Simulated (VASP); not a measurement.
Band structure of EuO (rock salt). Level of theory: modified Becke-Johnson potential (mBJ), VASP's PBE PAW potentials (set 64) (plane waves; VASP).

The 4f electrons are frozen in the core of the lanthanide potential, so 4f levels, which can set the real gap, and their magnetism are missing. mBJ is a potential without an energy functional, so only the levels count.

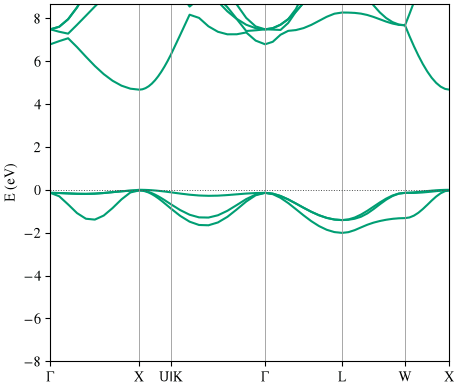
Figure: Bands along high-symmetry lines, zero at the valence-band maximum or, without a gap, the Fermi level

Task: Read the plot: is there a gap, and where are the band edges?

Result: The gap is direct, 4.67 eV, from the valence maximum at X to the conduction minimum at X.

The compound is EuO in the rock salt structure. It was relaxed first, which changed the volume by -9 %. The cell's shape comes from a PBE relaxation.
